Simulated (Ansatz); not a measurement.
# HF/3-21G run of CBr2F2 (SMILES FC(F)(Br)Br)

What is the vertical singlet–triplet gap of CBr2F2 at HF/3-21G? 

The results are computed with Ansatz 0.2.0.

57 further runs of the same task are left out: 57 set aside as unsound or not needed.

## (1) The system as given

The species is CBr2F2 (5 atoms), meant as a singlet with charge 0. SMILES: `FC(F)(Br)Br`. The shape is that of a PBE0-D4/def2-TZVP optimisation.

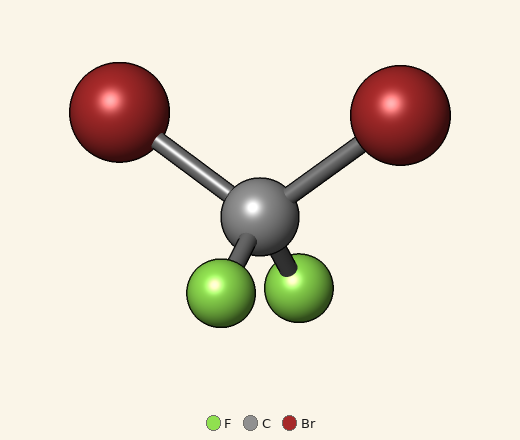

Viewed from a chosen angle; fluorine green, carbon grey, bromine red.

## (2) A single-point energy at HF/3-21G

Contents of in.yaml:

```yaml
crystal:
  periodic: [false, false, false]
  atoms:
    - {symbol: F, position_ang: [-0.970400, -0.113400, 0.986300]}
    - {symbol: C, position_ang: [0.004800, -0.087600, 0.090900]}
    - {symbol: F, position_ang: [0.914800, -0.981400, 0.446600]}
    - {symbol: Br, position_ang: [-0.709300, -0.561200, -1.642100]}
    - {symbol: Br, position_ang: [0.810000, 1.669900, 0.077000]}
basis:
  gaussian: {orbitals: 3-21G-spherical.json}
total_charge: 0
magnetization: {spin_polarized: false, initial_magnetization: 0}
hamiltonian: {xc: hf}
accuracy: high
output: {orbitals: {seedname: orbitals}}
```

The basis set 3-21G is read from a file made from the Basis Set Exchange's data (not shown).

Command:

```sh
$ ansatz run in.yaml --threads 1 --pin off --max-ram 3480MiB --events-out events.jsonl --progress --plain --runs-dir runs
```

The log of the run:

```text
Warning: RAYON_NUM_THREADS=1 ignored (pool sized by the plan → 1); use --threads N
Functional definition: HF
  name "HF"
  exchange = exact_x
  correlation = 0
1250 factors; integrals over basis functions are off by at most 6.2e-9 eV
mean field evaluation 1: about -145725.8601 eV, gradient 4.1e1 eV
mean field evaluation 2: about -145726.2157 eV, gradient 4.1e1 eV
mean field evaluation 4: about -145730.9807 eV, gradient 2.2e0 eV
mean field evaluation 8: about -145731.0161 eV, gradient 1.9e-1 eV
mean field evaluation 16: about -145731.0163 eV, gradient 1.4e-7 eV
mean field -145731.01625833 eV, -5355.5160674629 hartree, gradient 2.6e-8 eV, S^2 0.000000; 0 other end points of the search recorded, 0 dependent functions left out
reference -145731.01625833 eV, -5355.5160674629 hartree; 47, 47 occupied and 24, 24 virtual orbitals, 1250 factors
Total energy: -145731.01625833 eV, -5355.5160674629 hartree
```

Wall time 1.1 s (1 thread of AMD EPYC 9R14 (Zen 4), shared host); peak memory 0.21 GiB.

## (3) The triplet at the same level

Contents of job.yaml:

```yaml
crystal:
  periodic: [false, false, false]
  atoms:
    - symbol: F
      position_ang: [-0.970400, -0.113400, 0.986300]
    - symbol: C
      position_ang: [0.004800, -0.087600, 0.090900]
    - symbol: F
      position_ang: [0.914800, -0.981400, 0.446600]
    - symbol: Br
      position_ang: [-0.709300, -0.561200, -1.642100]
    - symbol: Br
      position_ang: [0.810000, 1.669900, 0.077000]
basis:
  gaussian:
    orbitals: 3-21G-spherical.json
magnetization:
  spin_polarized: true
  initial_magnetization: 2
hamiltonian:
  xc: hf
accuracy: high
output: {orbitals: {seedname: orbitals}}
```

The basis set 3-21G is read from a file made from the Basis Set Exchange's data (not shown).

Command:

```sh
$ ansatz run job.yaml --threads 1 --pin off --max-ram 3480MiB --events-out events.jsonl --progress --plain --runs-dir runs
```

The log of the run, cut to the lines that bear on the results:

```text
Warning: RAYON_NUM_THREADS=1 ignored (pool sized by the plan → 1); use --threads N
Functional definition: HF
  name "HF"
[...]
1250 factors; integrals over basis functions are off by at most 6.2e-9 eV
[...]
mean field -145726.07142156 eV, -5355.3343480634 hartree, gradient 2.2e-8 eV, S^2 2.012459; 4 other end points of the search recorded, 0 dependent functions left out
reference -145726.07142156 eV, -5355.3343480634 hartree; 48, 46 occupied and 23, 25 virtual orbitals, 1250 factors
Total energy: -145726.07142156 eV, -5355.3343480634 hartree
```

It took 12 s on 1 thread of AMD EPYC 9R14 (Zen 4), shared host; peak memory 0.33 GiB.

## (4) What came out

Level: HF/3-21G.

| quantity | value |
| --- | --- |
| singlet: total energy | -5355.51607 Eh |
| singlet: HOMO energy | -11.46 eV |
| singlet: LUMO energy | 2.26 eV |
| singlet: HOMO–LUMO gap | 13.72 eV |
| triplet: total energy | -5355.33435 Eh |
| triplet: HOMO energy (highest over α and β) | -6.88 eV |
| triplet: LUMO energy (lowest over α and β) | -2.61 eV |
| triplet: ⟨S²⟩ | 2.012 |
| vertical energy of the triplet above the singlet | 4.945 eV |

**Reading.** At this shape the triplet lies 4.94 eV (477 kJ/mol) above the singlet.
